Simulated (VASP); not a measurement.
Energy against volume of CdSe (zinc blende). Calculation: vdW-DF2, VASP's PBE PAW potentials (set 64) (plane waves; VASP).

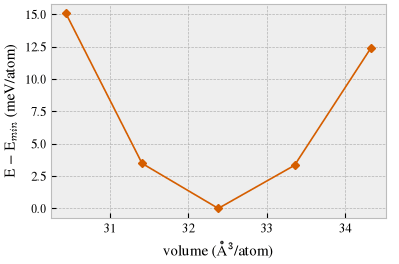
*Energy against volume*

**Question.** Estimate the equilibrium volume and the bulk modulus.

**Answer.** The minimum lies near 32.4 Å³/atom, and the curvature gives B0 of about 37 GPa.

Measured: a 6.077 Å (computed value off by +4.9 %), as given by arXiv:1206.3780. The calculation is for a static lattice, while the measured a holds thermal and zero-point effects, which are part of the difference.

The compound is CdSe in the zinc blende structure, whereas wurtzite is the usual form. It was relaxed first, which changed the volume by +17 %.
